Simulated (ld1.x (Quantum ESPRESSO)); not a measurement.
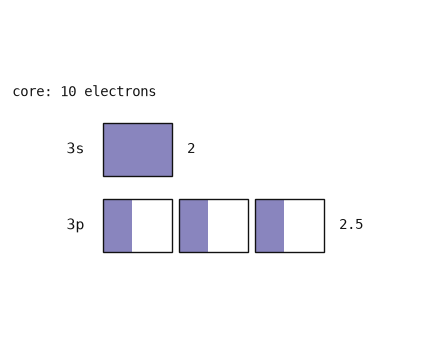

**Figure 1.** The valence shells of the reference configuration: a box for each of the 2l + 1 orbitals, shaded by the share of the shell that is filled, with the electron count at the right. The shells are those of the unaltered input.

## Pseudopotential generation, with input and output: S

- system: sulfur (S, Z = 16), core [Ne], reference valence 3s2 3p2.5 (an ion of charge +1.5), valence charge 6. (This line and the method describe the unaltered input from which the odd one was made.)
- method: TM potential, PBEsol, scalar-relativistic, made with ld1.x (Quantum ESPRESSO) 7.5

## Input
```
 &input
   title='S', zed=16., rel=1, dft='PBESOL', iswitch=3, tr2=1e-4,
   config='[Ne] 3s2 3p2.5 3d-2',
   nld=3, rlderiv=1.25, eminld=-4.0, emaxld=5.0, deld=0.02
 /
 &inputp
   pseudotype=2, tm=.true., lloc=2,
   nlcc=.false.,
   file_pseudopw='S.UPF', file_wfcaegen='ae.wfc', file_wfcncgen='nc.wfc', file_beta='beta', file_chi='chi'
 /
3
3S  1  0   2.00   0.00  1.15  1.15  0.0
3P  2  1   2.50   0.00  1.10  1.10  0.0
3D  3  2  -2.00   0.45  0.90  0.90  0.0
 &test
   configts(1)='3s2 3p2.5'
 /
```

Command:
```bash
ld1.x < S.in > S.out
```

## The program's output
```
     Program LD1 v.7.5
     --------------------------- All-electron run ----------------------------

     S
     scalar relativistic calculation

     atomic number is 16.00
     dft =PBESOL   lsd =0 sic =0 latt =0  beta=0.20 tr2=1.0E-04
     Exchange-correlation= PBESOL
                           (   1   4  10   8   0   0   0)
     mesh =1151 r(mesh) =  99.72449 a.u. xmin = -7.00 dx = 0.01250
     1 Ry =  13.60569312 eV, c = 137.03599908

     n l     nl                  e(Ry)          e(Ha)          e(eV)
     1 0     1S 1( 2.00)      -177.9151       -88.9575     -2420.6577
     2 0     2S 1( 2.00)       -16.8758        -8.4379      -229.6064
     2 1     2P 1( 6.00)       -12.8430        -6.4215      -174.7375
     3 0     3S 1( 2.00)        -2.4427        -1.2214       -33.2352
     3 1     3P 1( 2.50)        -1.6277        -0.8138       -22.1456

     final scf error:  1.4E-05 reached in   7 iterations

     Etot =    -795.147193 Ry,    -397.573597 Ha,  -10818.528701 eV

     Ekin =     798.290503 Ry,     399.145251 Ha,   10861.295603 eV
     Encl =   -1879.212030 Ry,    -939.606015 Ha,  -25567.982199 eV
     Eh   =     334.384851 Ry,     167.192426 Ha,    4549.537673 eV
     Exc  =     -48.610517 Ry,     -24.305259 Ha,    -661.379778 eV

     normalization and overlap integrals

     s(1S/1S) =  1.000000  <r> =   0.0970  <r2> =    0.0127  r(max) =   0.0633
     s(2S/2S) =  1.000000  <r> =   0.4793  <r2> =    0.2734  r(max) =   0.3877
     s(2P/2P) =  1.000000  <r> =   0.4423  <r2> =    0.2446  r(max) =   0.3254
     s(3S/3S) =  1.000000  <r> =   1.6084  <r2> =    2.9774  r(max) =   1.3874
     s(3P/3P) =  1.000000  <r> =   1.8266  <r2> =    3.9039  r(max) =   1.5142

     ------------------------ End of All-electron run ------------------------

     --------------------- Generating NC pseudopotential ---------------------

      Generating local pot.: lloc=2, matching radius rcloc =   0.9000

      Wfc   3S  rcut= 1.136  Using Troullier-Martins method

      Wfc   3P  rcut= 1.108  Using Troullier-Martins method

     ------------------- End of pseudopotential generation -------------------

     --------------------------- All-electron run ----------------------------

     S
     scalar relativistic calculation

     atomic number is 16.00
     dft =PBESOL   lsd =0 sic =0 latt =0  beta=0.20 tr2=1.0E-04
     Exchange-correlation= PBESOL
                           (   1   4  10   8   0   0   0)
     mesh =1151 r(mesh) =  99.72449 a.u. xmin = -7.00 dx = 0.01250
     1 Ry =  13.60569312 eV, c = 137.03599908

     n l     nl                  e(Ry)          e(Ha)          e(eV)
     1 0     1S 1( 2.00)      -177.9151       -88.9575     -2420.6577
     2 0     2S 1( 2.00)       -16.8758        -8.4379      -229.6064
     2 1     2P 1( 6.00)       -12.8430        -6.4215      -174.7375
     3 0     3S 1( 2.00)        -2.4427        -1.2214       -33.2352
     3 1     3P 1( 2.50)        -1.6277        -0.8138       -22.1456

     final scf error:  1.4E-05 reached in   7 iterations

     Etot =    -795.147193 Ry,    -397.573597 Ha,  -10818.528701 eV

     Ekin =     798.290503 Ry,     399.145251 Ha,   10861.295603 eV
     Encl =   -1879.212030 Ry,    -939.606015 Ha,  -25567.982199 eV
     Eh   =     334.384851 Ry,     167.192426 Ha,    4549.537673 eV
     Exc  =     -48.610517 Ry,     -24.305259 Ha,    -661.379778 eV

     normalization and overlap integrals

     s(1S/1S) =  1.000000  <r> =   0.0970  <r2> =    0.0127  r(max) =   0.0633
     s(2S/2S) =  1.000000  <r> =   0.4793  <r2> =    0.2734  r(max) =   0.3877
     s(2P/2P) =  1.000000  <r> =   0.4423  <r2> =    0.2446  r(max) =   0.3254
     s(3S/3S) =  1.000000  <r> =   1.6084  <r2> =    2.9774  r(max) =   1.3874
     s(3P/3P) =  1.000000  <r> =   1.8266  <r2> =    3.9039  r(max) =   1.5142

     ------------------------ End of All-electron run ------------------------

     Computing logarithmic derivative in   1.24755
     Computing logarithmic derivative in   1.24755
     Computing the partial wave expansion
     R is outside the sphere for l=    0 j= 0.00
     R is outside the sphere for l=    1 j= 0.00
       no projector for channel:   2

     ---------------------- Testing the pseudopotential ----------------------

     S
     scalar relativistic calculation

     atomic number is 16.00   valence charge is  6.00
     dft =PBESOL   lsd =0 sic =0 latt =0  beta=0.20 tr2=1.0E-04
     mesh =1151 r(mesh) =  99.72449 xmin = -7.00 dx = 0.01250

     n l     nl             e AE (Ry)        e PS (Ry)    De AE-PS (Ry)
     1 0     3S   1( 2.00)       -2.44274       -2.44272       -0.00003
     2 1     3P   1( 2.50)       -1.62767       -1.62762       -0.00005

     eps = 1.1E-07  iter =  1

     Etot =    -795.147193 Ry,    -397.573597 Ha,  -10818.528701 eV
     Etotps =   -18.540472 Ry,      -9.270236 Ha,    -252.255969 eV

     Ekin =       6.351207 Ry,       3.175603 Ha,      86.412567 eV
     Encl =     -37.626941 Ry,     -18.813471 Ha,    -511.940615 eV
     Ehrt =      10.523485 Ry,       5.261743 Ha,     143.179310 eV
     Ecxc =      -3.131197 Ry,      -1.565599 Ha,     -42.602109 eV
     Epseu=       5.342975 Ry,       2.671487 Ha,      72.694877 eV

     ---------------------- End of pseudopotential test ----------------------
```

## Outcome

| quantity | value |
| --- | --- |
| outcome | generated |
| hardware | 1 CPU thread, shared host |

## What is odd here

The input is odd on purpose: threshold tr2=1e-4. The program ran to the end. The all-electron total energy moves by +0.088 Ry against the unaltered input (−795.2353 Ry), a numerical error of the setting. The pseudo-atom meets the occupied all-electron levels that the test lists within 0.00005 Ry. No test for ghost states or cutoffs was run on this potential, so its soundness isn't shown.
